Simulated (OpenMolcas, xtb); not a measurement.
# GaNH2ClF (SMILES [NH2][Ga]([F])[Cl]): methods side by side

GaNH2ClF: 6 atoms, total charge 0, spin state singlet. SMILES: `[NH2][Ga]([F])[Cl]`. The coordinates come from a PBE0-D4/def2-TZVP relaxation.

Each level gives the vertical energy of the triplet above the singlet (eV). The values are calculated.

| level | kind | program | value (eV) | less CCSD(T)/6-31G* | CPU time (all runs) |
| --- | --- | --- | --- | --- | --- |
| GFN1-xTB | semi-empirical | xtb | 5.73 | +0.33 | under 2 s |
| HF/6-31G* (spherical functions) | Hartree–Fock | OpenMolcas | 4.80 | -0.60 | 26 s |
| SVWN5/6-31G* (spherical functions) | LDA | OpenMolcas | 4.89 | -0.51 | 84 s |
| BLYP/6-31G* (spherical functions) | GGA | OpenMolcas | 4.73 | -0.67 | 1.7 min |
| revPBE/6-31G* (spherical functions) | GGA | OpenMolcas | 4.84 | -0.56 | 95 s |
| TPSS/6-31G* (spherical functions) | meta-GGA | OpenMolcas | 4.86 | -0.54 | 2.4 min |
| PBE0/6-31G* (spherical functions) | global hybrid | OpenMolcas | 5.11 | -0.29 | 78 s |
| B3LYP/6-31G* (Cartesian functions) | global hybrid | OpenMolcas | 5.03 | -0.37 | 98 s |
| CCSD(T)/6-31G* (spherical functions), open shells restricted | coupled cluster or CI | OpenMolcas | 5.40 | 0.00 | 2.9 min |

CCSD(T)/6-31G* (spherical functions), open shells restricted is the highest level here, not the true value. All-electron rows without a relativistic Hamiltonian named are non-relativistic. The values span 4.73 to 5.73 eV. The xTB rows lack spin polarisation, so open shells miss the exchange term that lowers them. In the correlated wave-function rows the outer d shell of Ga is correlated, in sets not made for it. Times are those of the runs behind each value, whatever else they computed, on shared processors of several kinds: orders of magnitude only.

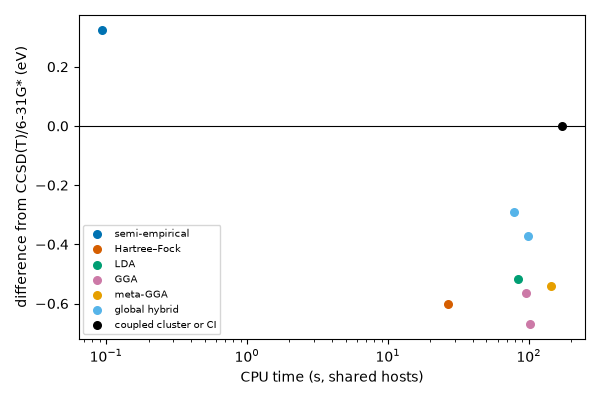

Difference from CCSD(T)/6-31G* against processor time, one point a level.
